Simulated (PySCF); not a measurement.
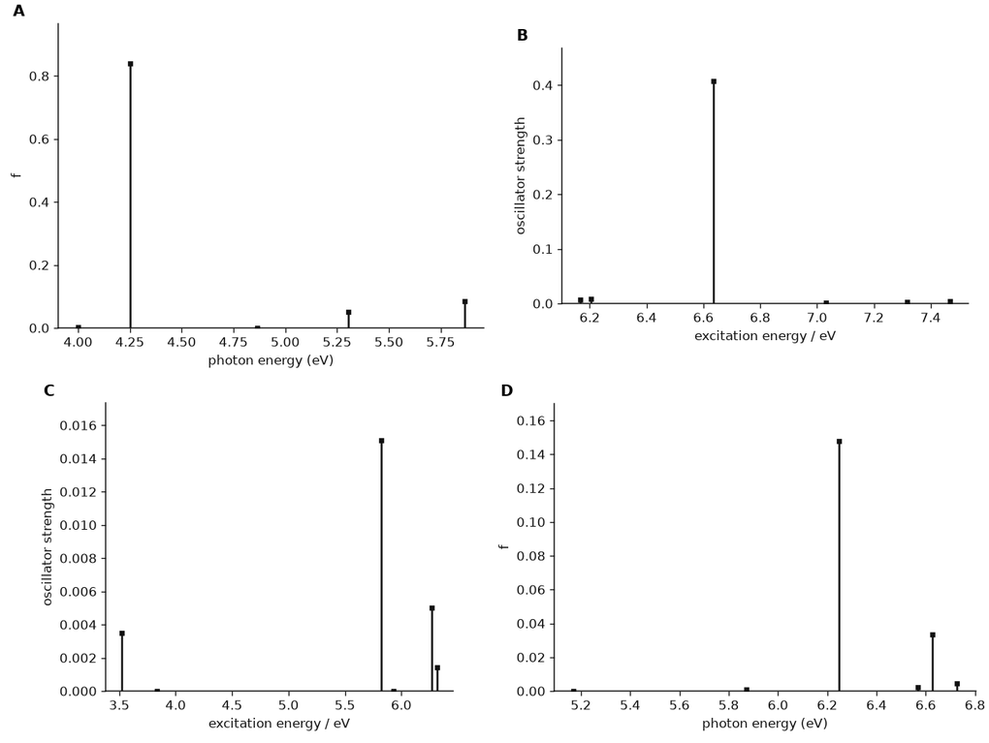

Vertical TDDFT excitations, PBE0/def2-SVPD, PySCF, at a GFN2-xTB geometry (no frequency check), gas phase. Each panel shows the lowest singlet states that were computed.

> Pair each panel with its molecule.
1. C₈H₉N, SMILES [H]\N=C/C=C\C=C(\C)C#C
2. C₅H₅FN₂, SMILES FCc1ccnnc1
3. C₄H₄BrFN₂, SMILES Cn1ncc(F)c1Br
4. C₅H₉Cl (2-chloro-3-methyl-2-butene), SMILES CC(C)=C(C)Cl

A: 1 (S1 at 4.00 eV, brightest at 4.25 eV)
B: 4 (S1 at 6.17 eV, brightest at 6.64 eV)
C: 2 (S1 at 3.52 eV, brightest at 5.82 eV)
D: 3 (S1 at 5.17 eV, brightest at 6.25 eV)

Limits of at least one run: core orbitals are frozen in the response; one conformer of a flexible molecule; spin-orbit coupling is left out, and with Br it can shift these levels and split any degenerate set; states above the negative HOMO energy depend on the basis; the tight-binding geometry is rougher than a DFT one and adds to the error.
